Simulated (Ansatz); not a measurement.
**Nudged elastic band of Si3N3H13 (part 1 of 2)**

The run: nudged elastic band of Si3N3H13. Method and program: RKS PBE/def2-SVP (Ansatz 0.2.0).

It belongs to a series of runs on one base structure; here: band between the two ends. Figures and captions count atoms from 1; the log counts them from 0 in places.

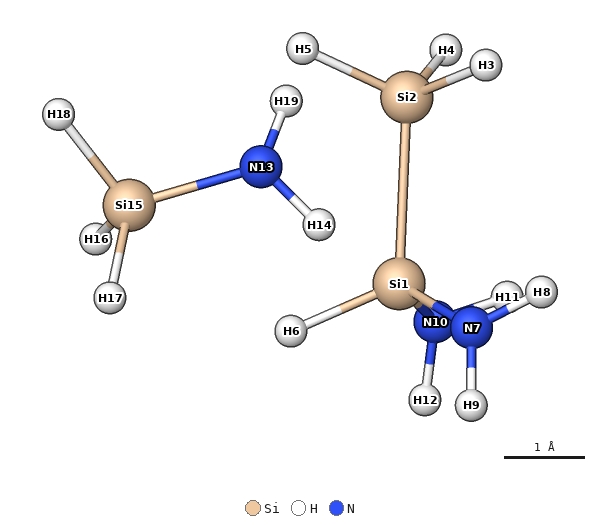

**Figure 1.** The starting structure (ball-and-stick view, seen at a tilt; atoms are numbered from 1 in the order of the input). Bond lengths as drawn: H–N 1.02 to 1.04 Å, H–Si 1.50 to 1.52 Å, N–Si 1.75 to 1.78 Å and Si–Si 2.36 Å.

## The input
```yaml
crystal:
  periodic: [false, false, false]
  atoms:
    - { symbol: Si, position_ang: [-0.273656, 0.269958, 0.039581] }
    - { symbol: Si, position_ang: [-0.690148, 0.333783, 2.361854] }
    - { symbol: H, position_ang: [-1.762372, 1.369195, 2.630228] }
    - { symbol: H, position_ang: [-1.225684, -0.972955, 2.889776] }
    - { symbol: H, position_ang: [0.523042, 0.737784, 3.150698] }
    - { symbol: H, position_ang: [1.158616, 0.461035, -0.371768] }
    - { symbol: "N", position_ang: [-1.142229, 1.627512, -0.636482] }
    - { symbol: H, position_ang: [-2.085258, 1.84906, -0.308653] }
    - { symbol: H, position_ang: [-1.01425, 1.914339, -1.610678] }
    - { symbol: "N", position_ang: [-0.615878, -1.393661, -0.496372] }
    - { symbol: H, position_ang: [-1.553706, -1.767173, -0.312154] }
    - { symbol: H, position_ang: [-0.350086, -1.631928, -1.459193] }
    - { symbol: "N", position_ang: [1.321313, -2.162769, 1.741789] }
    - { symbol: H, position_ang: [0.692998, -2.189534, 0.916665] }
    - { symbol: Si, position_ang: [3.042866, -2.31831, 1.483232] }
    - { symbol: H, position_ang: [3.556434, -3.698493, 1.117837] }
    - { symbol: H, position_ang: [3.41898, -1.395344, 0.355034] }
    - { symbol: H, position_ang: [3.763791, -1.911438, 2.742065] }
    - { symbol: H, position_ang: [0.905627, -2.678362, 2.522941] }
basis:
  gaussian: { orbitals: def2-SVP }
hamiltonian:
  xc: pbe
neb:
  order_check: false
  images: 9
  f_tol: 0.05
  max_iterations: 60
  final_atoms:
    - { symbol: Si, position_ang: [0.35992364, -0.66343324, -0.62909151] }
    - { symbol: Si, position_ang: [-0.56868155, 0.39031902, 3.46682776] }
    - { symbol: H, position_ang: [-1.70541904, 1.23592413, 2.95955532] }
    - { symbol: H, position_ang: [-0.58892296, 0.42731255, 4.97075209] }
    - { symbol: H, position_ang: [0.73927862, 0.94410219, 2.98047774] }
    - { symbol: H, position_ang: [1.5550159, 0.10287714, -1.1293343] }
    - { symbol: "N", position_ang: [-0.73011038, 0.56547566, -0.05804521] }
    - { symbol: H, position_ang: [-1.66605619, 0.34436743, 0.28680271] }
    - { symbol: H, position_ang: [-0.38624573, 1.4519983, 0.31332679] }
    - { symbol: "N", position_ang: [-0.61769744, -1.61818691, -1.70468076] }
    - { symbol: H, position_ang: [-0.22351573, -2.478268, -2.09284126] }
    - { symbol: H, position_ang: [-1.20159346, -1.14026573, -2.39450027] }
    - { symbol: "N", position_ang: [1.04517401, -1.84225214, 0.4832829] }
    - { symbol: H, position_ang: [0.37073164, -2.53957751, 0.82189932] }
    - { symbol: Si, position_ang: [2.63671229, -1.91446996, 1.20935532] }
    - { symbol: H, position_ang: [3.24896961, -3.2863697, 1.06379522] }
    - { symbol: H, position_ang: [3.50893982, -0.90983485, 0.5099963] }
    - { symbol: H, position_ang: [2.63617479, -1.59816167, 2.68783388] }
    - { symbol: H, position_ang: [-0.74227786, -1.02885771, 3.01098796] }
  initial_path:
    images:
      - { positions_ang: [[-0.273656, 0.269958, 0.039581], [-0.690148, 0.333783, 2.361854], [-1.762372, 1.369195, 2.630228], [-1.225684, -0.972955, 2.889776], [0.523042, 0.737784, 3.150698], [1.158616, 0.461035, -0.371768], [-1.142229, 1.627512, -0.636482], [-2.085258, 1.84906, -0.308653], [-1.01425, 1.914339, -1.610678], [-0.615878, -1.393661, -0.496372], [-1.553706, -1.767173, -0.312154], [-0.350086, -1.631928, -1.459193], [1.321313, -2.162769, 1.741789], [0.692998, -2.189534, 0.916665], [3.042866, -2.31831, 1.483232], [3.556434, -3.698493, 1.117837], [3.41898, -1.395344, 0.355034], [3.763791, -1.911438, 2.742065], [0.905627, -2.678362, 2.522941]] }
      - { positions_ang: [[-0.22061923, 0.21353653, 0.03050319], [-0.54894631, 0.27162272, 2.40225052], [-1.66873479, 1.01993476, 2.7180182], [-0.77450444, -0.9594641, 2.92269932], [0.4835131, 0.86453507, 3.12654562], [1.19962535, 0.36508741, -0.39841016], [-1.08811607, 1.59490342, -0.63398674], [-2.04708327, 1.76033625, -0.42617308], [-0.88180726, 2.00830207, -1.43094429], [-0.66691843, -1.41601948, -0.51377917], [-1.52287078, -1.83623526, -0.22842545], [-0.44916498, -1.6593028, -1.48931285], [1.21446756, -2.10091224, 1.52951618], [0.60434772, -2.30240818, 0.83825186], [2.91278717, -2.23232089, 1.49398969], [3.42745792, -3.60939312, 1.20308175], [3.40196205, -1.31904987, 0.45277866], [3.45536246, -1.81442423, 2.7759345], [0.83964223, -2.40602906, 2.38386224]] }
      - { positions_ang: [[-0.16758247, 0.15711506, 0.02142538], [-0.40774462, 0.20946245, 2.44264705], [-1.57509757, 0.67067451, 2.8058084], [-0.32332487, -0.9459732, 2.95562265], [0.44398419, 0.99128614, 3.10239324], [1.24063471, 0.26913983, -0.42505231], [-1.03400314, 1.56229483, -0.63149148], [-2.00890855, 1.67161249, -0.54369316], [-0.74936451, 2.10226514, -1.25121058], [-0.71795886, -1.43837796, -0.53118634], [-1.49203555, -1.90529751, -0.1446969], [-0.54824396, -1.68667759, -1.5194327], [1.10762211, -2.03905549, 1.31724337], [0.51569744, -2.41528237, 0.75983871], [2.78270834, -2.14633177, 1.50474737], [3.29848183, -3.52029324, 1.2883265], [3.3849441, -1.24275574, 0.55052332], [3.14693391, -1.71741046, 2.809804], [0.77365747, -2.13369613, 2.24478348]] }
      - { positions_ang: [[-0.1145457, 0.1006936, 0.01234757], [-0.26654293, 0.14730217, 2.48304357], [-1.48146036, 0.32141427, 2.8935986], [0.12785469, -0.93248231, 2.98854597], [0.40445529, 1.1180372, 3.07824086], [1.28164406, 0.17319224, -0.45169447], [-0.97989021, 1.52968625, -0.62899622], [-1.97073382, 1.58288874, -0.66121324], [-0.61692177, 2.19622821, -1.07147686], [-0.76899929, -1.46073643, -0.54859352], [-1.46120033, -1.97435977, -0.06096835], [-0.64732294, -1.71405239, -1.54955256], [1.00077667, -1.97719873, 1.10497055], [0.42704717, -2.52815655, 0.68142557], [2.65262952, -2.06034266, 1.51550506], [3.16950575, -3.43119337, 1.37357125], [3.36792614, -1.16646161, 0.64826799], [2.83850537, -1.62039669, 2.8436735], [0.7076727, -1.86136319, 2.10570471]] }
      - { positions_ang: [[-0.06150894, 0.04427213, 0.00326976], [-0.12534124, 0.0851419, 2.5234401], [-1.38782314, -0.02784597, 2.9813888], [0.57903425, -0.91899141, 3.0214693], [0.36492638, 1.24478827, 3.05408848], [1.32265342, 0.07724466, -0.47833662], [-0.92577729, 1.49707767, -0.62650096], [-1.93255909, 1.49416498, -0.77873332], [-0.48447902, 2.29019128, -0.89174315], [-0.82003972, -1.48309491, -0.56600069], [-1.4303651, -2.04342202, 0.0227602], [-0.74640192, -1.74142718, -1.57967241], [0.89393123, -1.91534197, 0.89269774], [0.33839689, -2.64103073, 0.60301243], [2.52255069, -1.97435355, 1.52626275], [3.04052966, -3.34209349, 1.458816], [3.35090819, -1.09016748, 0.74601265], [2.53007682, -1.52338291, 2.877543], [0.64168793, -1.58903026, 1.96662595]] }
      - { positions_ang: [[-0.00847217, -0.01214934, -0.00580805], [0.01586045, 0.02298162, 2.56383662], [-1.29418593, -0.37710621, 3.06917899], [1.03021381, -0.90550051, 3.05439262], [0.32539748, 1.37153934, 3.02993609], [1.36366277, -0.01870293, -0.50497878], [-0.87166436, 1.46446909, -0.6240057], [-1.89438437, 1.40544123, -0.8962534], [-0.35203628, 2.38415435, -0.71200944], [-0.87108015, -1.50545339, -0.58340786], [-1.39952988, -2.11248428, 0.10648875], [-0.8454809, -1.76880198, -1.60979226], [0.78708578, -1.85348521, 0.68042492], [0.24974661, -2.75390492, 0.52459929], [2.39247186, -1.88836443, 1.53702044], [2.91155358, -3.25299361, 1.54406076], [3.33389024, -1.01387335, 0.84375731], [2.22164828, -1.42636914, 2.9114125], [0.57570317, -1.31669732, 1.82754719]] }
      - { positions_ang: [[0.06520699, -0.14240612, -0.13046474], [-0.10104795, 0.0964491, 2.74443485], [-1.37643255, -0.05450014, 3.04725426], [0.70638646, -0.6389379, 3.43766451], [0.40817371, 1.28605191, 3.02004442], [1.4019334, 0.00561309, -0.62984988], [-0.84335356, 1.2846704, -0.5108136], [-1.84871873, 1.19322647, -0.65964217], [-0.35887817, 2.19772314, -0.50694219], [-0.82040361, -1.5280001, -0.80766244], [-1.16432705, -2.18564102, -0.33337725], [-0.91670341, -1.64309473, -1.76673386], [0.83870343, -1.8512386, 0.64099652], [0.27394362, -2.71103944, 0.58405929], [2.44131995, -1.89358554, 1.47148741], [2.97903679, -3.25966883, 1.44800765], [3.36890016, -0.99306565, 0.77700511], [2.30455358, -1.46072765, 2.86669678], [0.31210696, -1.2591294, 2.06423534]] }
      - { positions_ang: [[0.13888615, -0.2726629, -0.25512143], [-0.21795635, 0.16991658, 2.92503308], [-1.45867917, 0.26810592, 3.02532952], [0.3825591, -0.37237528, 3.82093641], [0.49094994, 1.20056448, 3.01015275], [1.44020403, 0.0299291, -0.75472099], [-0.81504277, 1.10487171, -0.3976215], [-1.8030531, 0.98101171, -0.42303095], [-0.36572006, 2.01129193, -0.30187495], [-0.76972707, -1.5505468, -1.03191702], [-0.92912422, -2.25879777, -0.77324325], [-0.98792592, -1.51738748, -1.92367546], [0.89032107, -1.84899198, 0.60156811], [0.29814062, -2.66817396, 0.6435193], [2.49016803, -1.89880664, 1.40595439], [3.04651999, -3.26634405, 1.35195454], [3.40391007, -0.97225795, 0.71025291], [2.38745889, -1.49508616, 2.82198105], [0.04851076, -1.20156148, 2.3009235]] }
      - { positions_ang: [[0.21256532, -0.40291968, -0.37977813], [-0.33486475, 0.24338406, 3.1056313], [-1.5409258, 0.59071199, 3.00340479], [0.05873175, -0.10581267, 4.2042083], [0.57372617, 1.11507705, 3.00026108], [1.47847465, 0.05424512, -0.87959209], [-0.78673197, 0.92507303, -0.28442941], [-1.75738746, 0.76879695, -0.18641973], [-0.37256195, 1.82486072, -0.0968077], [-0.71905052, -1.5730935, -1.2561716], [-0.69392139, -2.33195451, -1.21310925], [-1.05914843, -1.39168023, -2.08061707], [0.94193872, -1.84674537, 0.56213971], [0.32233763, -2.62530847, 0.70297931], [2.53901612, -1.90402775, 1.34042136], [3.1140032, -3.27301927, 1.25590143], [3.43891999, -0.95145025, 0.64350071], [2.47036419, -1.52944466, 2.77726533], [-0.21508545, -1.14399356, 2.53761165]] }
      - { positions_ang: [[0.28624448, -0.53317646, -0.50443482], [-0.45177315, 0.31685154, 3.28622953], [-1.62317242, 0.91331806, 2.98148005], [-0.26509561, 0.16074994, 4.5874802], [0.6565024, 1.02958962, 2.99036941], [1.51674528, 0.07856113, -1.00446319], [-0.75842118, 0.74527434, -0.17123731], [-1.71172183, 0.55658219, 0.05019149], [-0.37940384, 1.63842951, 0.10825955], [-0.66837398, -1.59564021, -1.48042618], [-0.45871856, -2.40511126, -1.65297525], [-1.13037094, -1.26597298, -2.23755867], [0.99355636, -1.84449875, 0.5227113], [0.34653463, -2.58244299, 0.76243931], [2.58786421, -1.90924885, 1.27488834], [3.18148641, -3.27969449, 1.15984833], [3.47392991, -0.93064255, 0.57674851], [2.55326949, -1.56380317, 2.73254961], [-0.47868165, -1.08642563, 2.77429981]] }
      - { positions_ang: [[0.35992364, -0.66343324, -0.62909151], [-0.56868155, 0.39031902, 3.46682776], [-1.70541904, 1.23592413, 2.95955532], [-0.58892296, 0.42731255, 4.97075209], [0.73927862, 0.94410219, 2.98047774], [1.5550159, 0.10287714, -1.1293343], [-0.73011038, 0.56547566, -0.05804521], [-1.66605619, 0.34436743, 0.28680271], [-0.38624573, 1.4519983, 0.31332679], [-0.61769744, -1.61818691, -1.70468076], [-0.22351573, -2.478268, -2.09284126], [-1.20159346, -1.14026573, -2.39450027], [1.04517401, -1.84225214, 0.4832829], [0.37073164, -2.53957751, 0.82189932], [2.63671229, -1.91446996, 1.20935532], [3.24896961, -3.2863697, 1.06379522], [3.50893982, -0.90983485, 0.5099963], [2.63617479, -1.59816167, 2.68783388], [-0.74227786, -1.02885771, 3.01098796]] }
```

Command:
```bash
ansatz run input.yaml --threads 4 --pin off --max-ram 5120MiB --backend cpu --events-out ev --progress --plain --runs-dir out
```

## The program's output
```
Engine: ansatz 0.2.0, x86_64-unknown-linux-gnu
Functional definition: PBE
  parameter kappa = 0.804
  parameter beta = 0.06672455060314922
  exchange = pbe_x(kappa = kappa, mu = beta*pi^2/3)
  correlation = pbe_c(beta = beta)
1858 factors; their error is unknown
mean field evaluation 1: about -28267.5170 eV, gradient 9.8e1 eV
mean field evaluation 2: about -28191.9142 eV, gradient 1.8e2 eV
mean field evaluation 4: about -28286.6389 eV, gradient 1.6e1 eV
mean field evaluation 8: about -28287.2119 eV, gradient 2.6e-1 eV
mean field evaluation 16: about -28287.0773 eV, gradient 1.8e-3 eV
mean field -28287.07728408 eV, -1039.5309165202 hartree, gradient 4.9e-5 eV, S^2 0.000000; 0 other end points of the search recorded, 0 dependent functions left out
the calculation of the forces begins
reference -28287.07733826 eV, -1039.5309185113 hartree; 38, 38 occupied and 123, 123 virtual orbitals, 1858 factors
1858 factors; their error is unknown
mean field evaluation 32: about -28287.6176 eV, gradient 4.9e-2 eV
mean field -28287.61756174 eV, -1039.5507713581 hartree, gradient 3.7e-5 eV, S^2 0.000000; 0 other end points of the search recorded, 0 dependent functions left out
[... from here on the field's lines of each further geometry are left out, up to the last ...]
NEB iter   1: max|band force component| = 2.792e1 eV/Å  barrier→ = 8.8445 eV  barrier← = 9.3848 eV  Δτ_max = 0.2000 Å  (332 SCF iters)
NEB iter   2: max|band force component| = 3.357e0 eV/Å  barrier→ = 3.4289 eV  barrier← = 3.9692 eV  Δτ_max = 0.2000 Å  (313 SCF iters)
NEB iter   3: max|band force component| = 1.410e0 eV/Å  barrier→ = 2.5374 eV  barrier← = 3.0777 eV  Δτ_max = 0.2000 Å  (283 SCF iters)
NEB iter   4: max|band force component| = 1.079e0 eV/Å  barrier→ = 2.2040 eV  barrier← = 2.7443 eV  Δτ_max = 0.2000 Å  (262 SCF iters)
NEB iter   5: max|band force component| = 5.970e-1 eV/Å  barrier→ = 1.9040 eV  barrier← = 2.4442 eV  Δτ_max = 0.2000 Å  (269 SCF iters)
NEB iter   6: max|band force component| = 9.769e-1 eV/Å  barrier→ = 1.5240 eV  barrier← = 2.0643 eV  Δτ_max = 0.1004 Å  (282 SCF iters)
NEB iter   7: max|band force component| = 6.418e-1 eV/Å  barrier→ = 1.3783 eV  barrier← = 1.9186 eV  CI = image 6  Δτ_max = 0.2000 Å  (265 SCF iters)
NEB iter   8: max|band force component| = 2.771e0 eV/Å  barrier→ = 1.6050 eV  barrier← = 2.1452 eV  CI = image 6  Δτ_max = 0.1019 Å  (272 SCF iters)
NEB iter   9: max|band force component| = 9.665e-1 eV/Å  barrier→ = 1.6316 eV  barrier← = 2.1719 eV  CI = image 6  Δτ_max = 0.2000 Å  (270 SCF iters)
NEB iter  10: max|band force component| = 5.944e-1 eV/Å  barrier→ = 1.7397 eV  barrier← = 2.2800 eV  CI = image 6  Δτ_max = 0.2000 Å  (260 SCF iters)
NEB iter  11: max|band force component| = 5.409e-1 eV/Å  barrier→ = 1.7486 eV  barrier← = 2.2889 eV  CI = image 6  Δτ_max = 0.2000 Å  (261 SCF iters)
NEB iter  12: max|band force component| = 3.578e-1 eV/Å  barrier→ = 1.7091 eV  barrier← = 2.2494 eV  CI = image 6  Δτ_max = 0.1979 Å  (266 SCF iters)
NEB iter  13: max|band force component| = 3.919e-1 eV/Å  barrier→ = 1.6905 eV  barrier← = 2.2307 eV  CI = image 6  Δτ_max = 0.1005 Å  (265 SCF iters)
NEB iter  14: max|band force component| = 3.488e-1 eV/Å  barrier→ = 1.6581 eV  barrier← = 2.1984 eV  CI = image 6  Δτ_max = 0.1018 Å  (270 SCF iters)
NEB iter  15: max|band force component| = 4.291e-1 eV/Å  barrier→ = 1.6385 eV  barrier← = 2.1788 eV  CI = image 6  Δτ_max = 0.0506 Å  (270 SCF iters)
NEB iter  16: max|band force component| = 4.244e-1 eV/Å  barrier→ = 1.6282 eV  barrier← = 2.1685 eV  CI = image 6  Δτ_max = 0.0502 Å  (272 SCF iters)
NEB iter  17: max|band force component| = 3.722e-1 eV/Å  barrier→ = 1.6163 eV  barrier← = 2.1566 eV  CI = image 6  Δτ_max = 0.1004 Å  (265 SCF iters)
NEB iter  18: max|band force component| = 2.946e-1 eV/Å  barrier→ = 1.5935 eV  barrier← = 2.1338 eV  CI = image 6  Δτ_max = 0.1001 Å  (269 SCF iters)
NEB iter  19: max|band force component| = 2.251e-1 eV/Å  barrier→ = 1.5731 eV  barrier← = 2.1134 eV  CI = image 6  Δτ_max = 0.1000 Å  (271 SCF iters)
NEB iter  20: max|band force component| = 1.737e-1 eV/Å  barrier→ = 1.5584 eV  barrier← = 2.0987 eV  CI = image 6  Δτ_max = 0.1001 Å  (270 SCF iters)
NEB iter  21: max|band force component| = 1.522e-1 eV/Å  barrier→ = 1.5481 eV  barrier← = 2.0883 eV  CI = image 6  Δτ_max = 0.1005 Å  (270 SCF iters)
NEB iter  22: max|band force component| = 1.454e-1 eV/Å  barrier→ = 1.5402 eV  barrier← = 2.0805 eV  CI = image 6  Δτ_max = 0.0501 Å  (270 SCF iters)
NEB iter  23: max|band force component| = 1.485e-1 eV/Å  barrier→ = 1.5355 eV  barrier← = 2.0758 eV  CI = image 6  Δτ_max = 0.0501 Å  (274 SCF iters)
NEB iter  24: max|band force component| = 1.868e-1 eV/Å  barrier→ = 1.5316 eV  barrier← = 2.0719 eV  CI = image 6  Δτ_max = 0.0501 Å  (263 SCF iters)
NEB iter  25: max|band force component| = 1.958e-1 eV/Å  barrier→ = 1.5281 eV  barrier← = 2.0684 eV  CI = image 6  Δτ_max = 0.0502 Å  (273 SCF iters)
NEB iter  26: max|band force component| = 1.442e-1 eV/Å  barrier→ = 1.5251 eV  barrier← = 2.0654 eV  CI = image 6  Δτ_max = 0.0501 Å  (273 SCF iters)
NEB iter  27: max|band force component| = 1.033e-1 eV/Å  barrier→ = 1.5227 eV  barrier← = 2.0630 eV  CI = image 6  Δτ_max = 0.0501 Å  (257 SCF iters)
NEB iter  28: max|band force component| = 1.116e-1 eV/Å  barrier→ = 1.5208 eV  barrier← = 2.0611 eV  CI = image 6  Δτ_max = 0.0251 Å  (265 SCF iters)
NEB iter  29: max|band force component| = 8.753e-2 eV/Å  barrier→ = 1.5196 eV  barrier← = 2.0599 eV  CI = image 6  Δτ_max = 0.0250 Å  (270 SCF iters)
NEB iter  30: max|band force component| = 5.321e-2 eV/Å  barrier→ = 1.5191 eV  barrier← = 2.0593 eV  CI = image 6  Δτ_max = 0.0251 Å  (267 SCF iters)
the calculation of the forces begins
reference -28287.61706835 eV, -1039.5507532264 hartree; 38, 38 occupied and 123, 123 virtual orbitals, 1858 factors
1858 factors; their error is unknown
mean field evaluation 2304: about -28285.6960 eV, gradient 2.4e-1 eV
mean field -28285.55882069 eV, -1039.4751140198 hartree, gradient 1.5e-5 eV, S^2 0.000000; 1 other end points of the search recorded, 0 dependent functions left out
the calculation of the forces begins
reference -28285.55887115 eV, -1039.4751158742 hartree; 38, 38 occupied and 123, 123 virtual orbitals, 1858 factors
NEB iter  31: max|band force component| = 4.814e-2 eV/Å  barrier→ = 1.5185 eV  barrier← = 2.0587 eV  CI = image 6  Δτ_max = 0.0000 Å  (548 SCF iters)
```
